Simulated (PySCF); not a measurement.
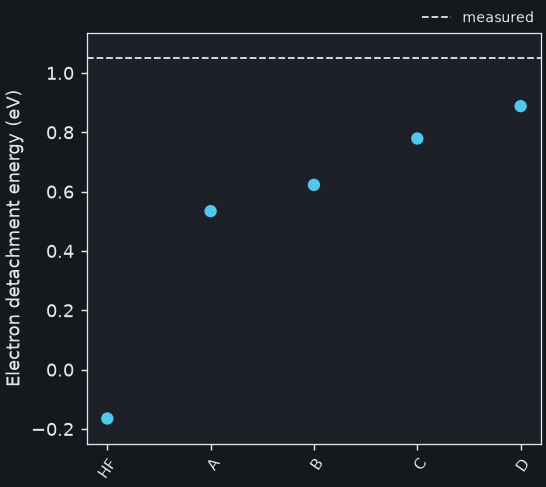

The electron detachment energy of Ru⁻ ([Kr] 4d⁷ 5s² → [Kr] 4d⁷ 5s) by several methods, in rising order. PySCF, aug-cc-pVDZ-PP with a 28-electron core potential, unrestricted single determinants, no spin-orbit coupling. Methods marked “valence” freeze 8 core electrons. The lettered entries are CCSD valence, CCSD(T) valence, MP2 valence and SCS-MP2 valence in some order.

Question: Which letter is which method?

Answer: A is MP2 valence (0.53 eV); B is SCS-MP2 valence (0.62 eV); C is CCSD valence (0.78 eV); D is CCSD(T) valence (0.89 eV). The values run from −0.16 eV (HF) to 0.89 eV (CCSD(T) valence). The measured value is 1.05 eV; nearest to it come CCSD(T) valence (−0.16) and CCSD valence (−0.27), furthest HF (−1.21 eV).

Limits of the model: large single amplitudes; spin-orbit shift not estimated.
